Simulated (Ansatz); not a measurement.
Al2P: space group P4_2/mnm (No. 136), a = 5.881 Å, b = 5.881 Å, c = 3.545 Å, α = 90.00°, β = 90.00°, γ = 90.00°. Source: coordinates from a relaxation with Ansatz 0.2.0, DFT PBE, scalar-relativistic, plane waves, PAW; the starting structure was generated, so it need not be a known form of this composition. Forms under 0.4 % of the area are left out.

Estimate the growth shape by the BFDH rule (face distance proportional to 1/d, absences counted).

Answer. The forms computed, by share of the surface:

```csv
form,faces,d (Å),share of area (%)
{110},4,4.159,62.2
{101},8,3.036,37.8
```

The crystal is roughly equant (blocky). Widths along a, b and c stand as 1.00 : 1.00 : 1.13.

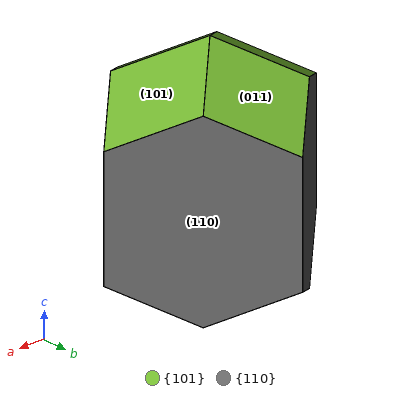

The computed shape, faces indexed. The rule is geometric and ignores bonding and growth conditions.
